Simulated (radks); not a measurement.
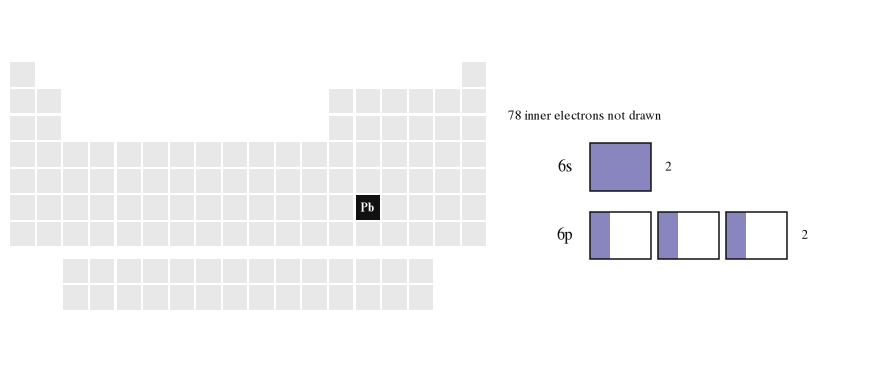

Fig. 1: Left, the place of lead in the periodic table; right, the outer shells as the input fills them: a box for each of the 2l + 1 orbitals, shaded by the share of the shell that is filled, with the electron count at the right.

# Atomic calculation for Pb

- system: a free Pb atom in the configuration [Xe] 4f14 5d10 6s2 6p2 (high spin).
- method: scalar-relativistic Kohn-Sham, LDA (Slater exchange, Perdew-Wang correlation), spin-polarised, spherical densities, finite nucleus (the in-house radial solver radks)

The input:
```
Z 82
configuration [Hg] 6p2
relativity scalar-relativistic
functional lda,pw
spin polarised
nucleus finite rms 5.5012 fm
c 137.035999084
threshold 0.1
max_iterations 89
```

Energies in input and log are in hartree, lengths in bohr (the nuclear radius in fm).

The run was one of a batch that the task file lists, launched with:
```bash
python <driver script> task.json out
```

Log:
```
1s      1   1.0000       -3234.11952034
2s      1   1.0000        -578.56270979
2p      1   3.0000        -496.70840453
3s      1   1.0000        -138.87238449
3p      1   3.0000        -115.38905710
3d      1   5.0000         -91.33018222
4s      1   1.0000         -31.40711856
4p      1   3.0000         -23.70470355
4d      1   5.0000         -14.76786074
4f      1   7.0000          -4.89353739
5s      1   1.0000          -5.29953095
5p      1   3.0000          -3.15598212
5d      1   5.0000          -0.78192923
6s      1   1.0000          -0.46291427
6p      1   2.0000          -0.14914021
1s      2   1.0000       -3234.11878137
2s      2   1.0000        -578.56245468
2p      2   3.0000        -496.70795315
3s      2   1.0000        -138.87198010
3p      2   3.0000        -115.38860873
3d      2   5.0000         -91.32979686
4s      2   1.0000         -31.40647763
4p      2   3.0000         -23.70399837
4d      2   5.0000         -14.76707762
4f      2   7.0000          -4.89265892
5s      2   1.0000          -5.29782461
5p      2   3.0000          -3.15392802
5d      2   5.0000          -0.77467495
6s      2   1.0000          -0.43189516
6p      2   0.0000          -0.11300063
Etot -20864.886171580507
Ekin 23559.013805561146
Encl -52087.84156698559
Eh 8039.12861483338
Exc -375.18702498944606
err 9.479859523430137e-05
it 10
```

Outcome:

| quantity | value |
| --- | --- |
| outcome | converged |
| total energy | −20864.8862 hartree |
| kinetic energy | 23559.0138 hartree |
| electron–nucleus energy | −52087.8416 hartree |
| Hartree energy | 8039.1286 hartree |
| exchange–correlation energy | −375.187025 hartree |
| radius at density 0.001 e/bohr³ | 4.74 bohr |
| SCF iterations | 10 |
| hardware | 1 thread of Arm Neoverse V1, 23 GiB of memory available, shared host |

What is odd here:

A numerical setting was moved from its usual value: convergence threshold tolx = 0.1. The program ran to the end, and its total energy equals that of the same run with the usual input (−20864.88617 hartree) within 10⁻⁵ hartree, so the oddity leaves no trace in it.
